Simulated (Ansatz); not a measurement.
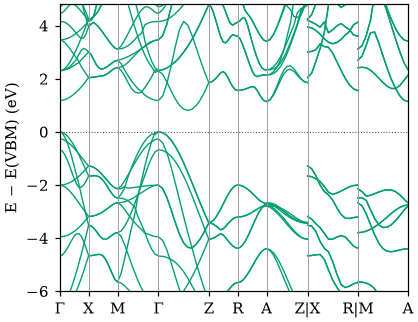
*Band structure from plane-wave PAW PBE (Ansatz code)*

### Question
Read off the gap and where the band edges lie.

### Answer
About 0.8 eV (0.80 eV by a search for the band edges); maximum at Γ, minimum on the Γ–Z line, 58 % of the way from Γ.

The material is BAs in space group P4_2/mnm (No. 136; B on 4g, As on 4f).

The start of the workflow was typed in or built on a structure type; neither database checked (COD, Materials Project) lists it. It is not the phase usual at ambient conditions (space group No. 216). The PBE relaxation kept the symmetry of its start; whether a distortion lowers the energy is not shown. Spin–orbit coupling is left out wherever it is not named.

Potentials: the later of the program's two PAW sets.
